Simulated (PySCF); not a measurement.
C₅H₈NP₃ (SMILES CN(C)c1pcpcp1)

Input

```
{"job": {"kind": "nmr", "xc": "PBE0", "basis": "pcSseg-1"}, "charge": 0, "multiplicity": 1}
C     -1.802949    -1.229572     0.634588
N     -1.136625    -0.217812    -0.152816
C     -1.887050     0.478207    -1.172583
C      0.187388     0.044433     0.032701
P      0.998102    -0.921652     1.298653
C      2.633787    -0.395807     1.366426
P      3.627507     0.760832     0.546386
C      2.540089     1.466133    -0.601257
P      0.885312     1.294450    -1.036533
H     -2.865448    -1.257497     0.365445
H     -1.366868    -2.230704     0.465962
H     -1.717266    -1.017839     1.714631
H     -1.868263     1.570285    -1.010639
H     -2.928942     0.137429    -1.152508
H     -1.472466     0.294110    -2.179909
H      3.178958    -0.957500     2.138599
H      3.017881     2.231406    -1.229813
```

Launched as:

```sh
OMP_NUM_THREADS=1 python probes_run.py task.json out
```

Geometry: PBE0-D3(BJ)/def2-SVP.

Computed with PBE0/pcSseg-1, SCF density, gas phase, non-relativistic (PySCF).

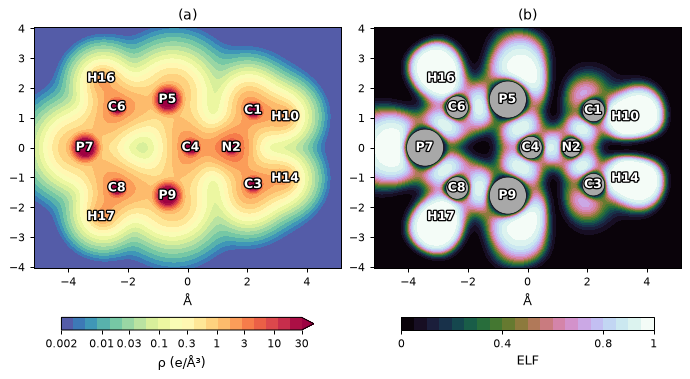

Figure 1. (a) total electron density; (b) electron localisation function on the plane of atoms C1, N2 and C4. Grey discs cover the atomic cores in the ELF map.

Q: Read the bonding off the picture.

A:
- Atoms in the plane: C, N, P and H.
- C–N (1.36 Å): the density is about 2.3 e/Å³ at the midpoint; the ELF peaks at about 0.90 between the atoms; localised, covalent bonding.
- C–P (1.72 Å): the density is about 1.3 e/Å³ at the midpoint; the ELF peaks at about 0.95 between the atoms: localised, covalent bonding.
- C–H (1.10 Å): ρ at the midpoint is about 2 e/Å³; the ELF climbs to about 1 towards the hydrogen, as it does in any bond to H; a covalent bond by its length.
- C–N (1.44 Å): ρ is about 1.9 e/Å³ halfway; the ELF peaks at about 0.95 between the atoms; a covalent bond.
- C–P (1.79 Å): ρ at the midpoint is about 1.2 e/Å³; the ELF peaks at about 0.95 between the atoms; a shared electron pair.
- The ELF also peaks beside P9, P7 and P5, away from the bonds: lone-pair regions.

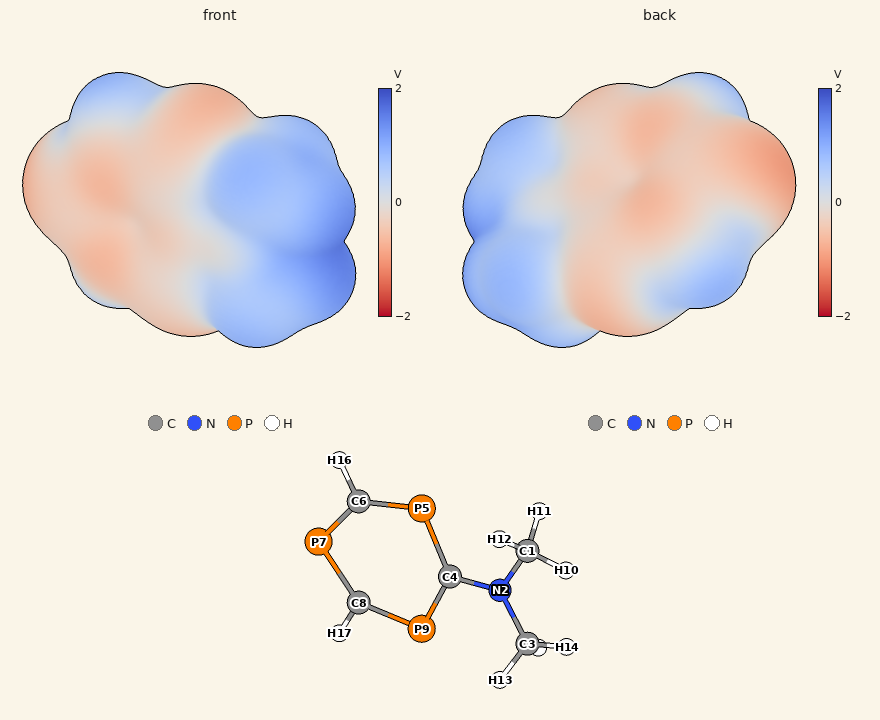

Figure 2. The electrostatic potential painted on the density surface at 0.002 e/bohr³, seen from the front and from behind; red is negative and blue positive. The bare structure is drawn below in the same view.

Q: Which sites attract a positive test charge, and which a negative one?

A: A positive charge is drawn to the negative regions and a negative charge to the positive ones. The most negative region (about −0.9 V) lies over P7, the most positive (about +1.5 V) over H10 and H14.

Q: What dipole moment does the calculation give?

A: Its dipole moment is 3.87 D.
